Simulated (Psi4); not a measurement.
# Run report: C2H3Sn, excited-state calculation (part 3 of 3)

The same run, continued: C2H3Sn, multiplicity 2; CIS/def2-TZVP, UHF, core potentials def2 (Psi4 1.11). The geometry comes from this level: PBE0-D4/def2-TZVP.

Geometry of the input (Å):
```
C  -0.3931  -1.8300  -0.1721
C  -0.0484  -0.6801  -0.0276
Sn 0.7211  1.2252  0.3000
H  -0.7160  -2.8371  -0.3079
H  0.8139  2.0198  -1.2161
H  -0.3356  2.0380  1.3777
```

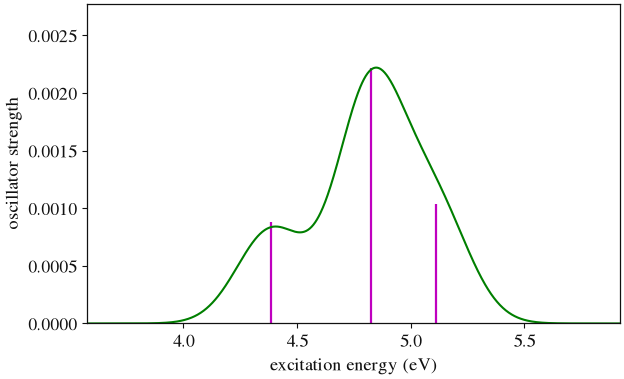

**Figure 1.** Computed excitations as sticks (degenerate states added up, dark ones marked on the axis), with a Gaussian envelope of 0.35 eV full width at half maximum, scaled to the tallest. Of the 3 states the lowest lies at 4.39 eV (f = 0.001); the strongest line is at 4.82 eV, or 257 nm (f = 0.002).

### Summary

| quantity | value |
| --- | --- |
| outcome | converged |
| total energy | −290.759904 hartree |
| basis functions | 130 |
| ⟨S²⟩ | 0.787 |
| lowest excitation | 4.39 eV |
| wall time | 7.5 s |
| peak memory | 0.28 GiB |

Settings chosen away from the usual ones: puream set to true; e_convergence set to 1e-11.
